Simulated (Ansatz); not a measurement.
## Electronic structure of CH3AlFO2 (SMILES [CH2+][O][Al]([OH])[F]) (charge +1) in real space

The calculation's input:

```
crystal:
  periodic: [false, false, false]
  atoms:
    - {symbol: C, position_ang: [0.675472, 2.556496, 0.496982]}
    - {symbol: Al, position_ang: [-1.955258, 1.167863, 0.295758]}
    - {symbol: F, position_ang: [-2.908747, 1.976863, -0.755054]}
    - {symbol: O, position_ang: [-0.496714, 2.217713, 0.639077]}
    - {symbol: O, position_ang: [-1.767077, -0.217730, 1.167652]}
    - {symbol: H, position_ang: [1.323958, 2.053819, -0.229034]}
    - {symbol: H, position_ang: [1.064879, 3.375143, 1.109734]}
    - {symbol: H, position_ang: [-2.289549, -1.000885, 1.348660]}
basis:
  gaussian:
    orbitals: def2-TZVPD
total_charge: 1
hamiltonian:
  xc: pbe0
output: {forces: true, orbitals: {seedname: orbitals}}
```

Launched as:

```sh
ansatz run input.yaml --threads 2 --pin off --max-ram 4350MiB --events-out events.jsonl --progress --plain --runs-dir runs
```

Geometry: B3LYP-D3(BJ)/6-311G**.

All numbers below come from Ansatz, isolated molecule in a Gaussian basis; Kohn-Sham density functional theory, functional PBE0.

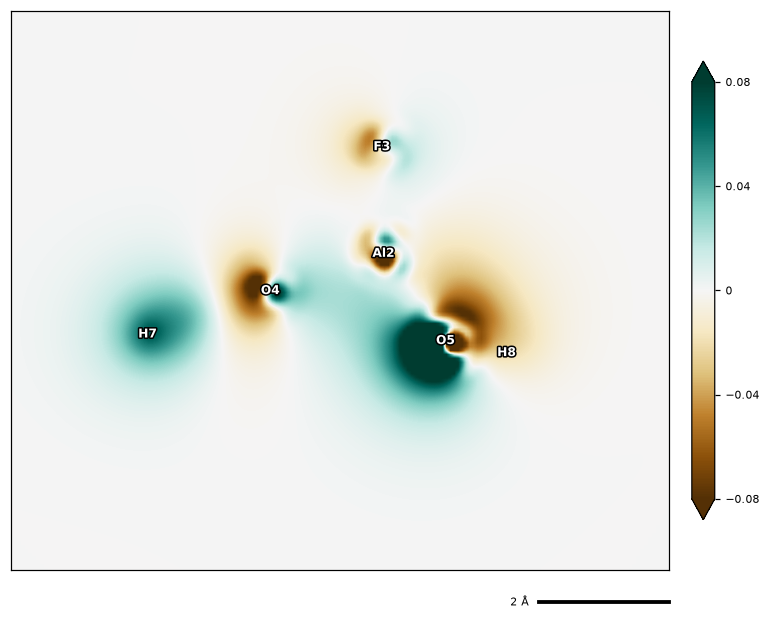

Figure 1. One frontier orbital on the plane of atoms O4, Al2 and O5 (values in Å⁻³ᐟ²; the overall sign is arbitrary).

Which orbital is it: HOMO or LUMO?

Answer. The HOMO, at −14.71 eV. By Hirshfeld shares it lies mainly on O5 (about 80 %); largely a lone pair of O5.

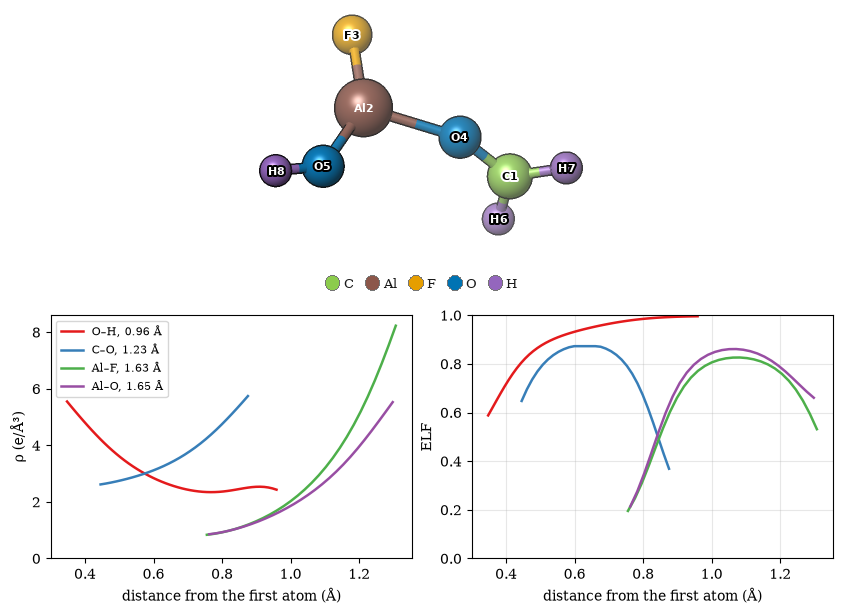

Figure 2. Total electron density and electron localisation function along straight lines between neighbouring atoms. The curves leave out the atomic cores. The structure is drawn too.

What can be read from the curves?

Answer. O–H (0.96 Å): the density is about 3.8 e/Å³ at the midpoint; the ELF climbs to about 1 towards the hydrogen, as it does in any bond to H: a covalent bond by its length.
C–O (1.23 Å): the density is about 3.2 e/Å³ at the midpoint; the ELF peaks at about 0.85 between the atoms: a polar covalent bond.
Al–F (1.63 Å): the density is about 0.97 e/Å³ at the midpoint; the ELF peaks at about 0.85 in the valence shell of F, 0.6 Å from its nucleus, and is about 0.40 at the midpoint.
Al–O (1.65 Å): ρ at the midpoint is about 0.99 e/Å³; the ELF peaks at about 0.85 in the valence shell of O, 0.6 Å from its nucleus, and is about 0.45 at the midpoint.

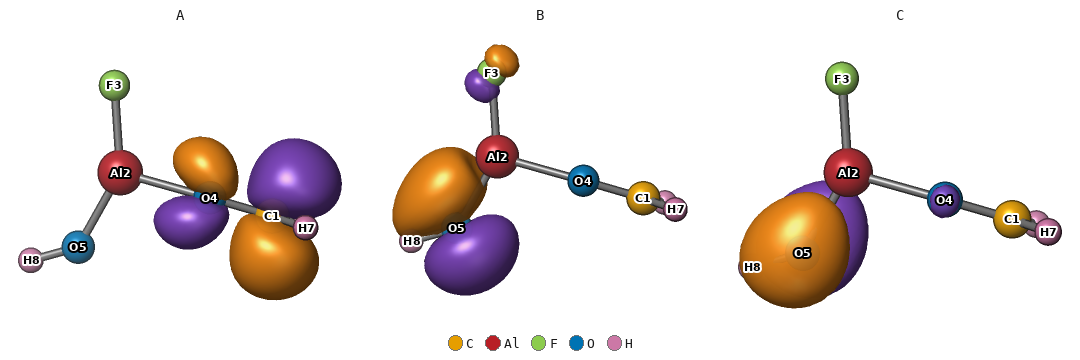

Figure 3. Three frontier orbitals at ±0.15 Å⁻³ᐟ² (orange and purple are the two phases), in no order.

Which picture is the HOMO−1, the HOMO and the LUMO?

Answer. B is the HOMO−1 (−15.02 eV). It lies mainly on O5 (about 80 %); largely a lone pair of O5. C is the HOMO (−14.71 eV). Its weight (Hirshfeld) is mainly on O5 (about 80 %); largely a lone pair of O5. A is the LUMO (−8.65 eV). It lies mainly on C1 (about 60 %), O4 (about 25 %), H6 (about 5 %) and H7 (about 5 %); π-antibonding (π*) across C1–O4.

What is the HOMO–LUMO gap?

Answer. 6.06 eV between the orbital energies.
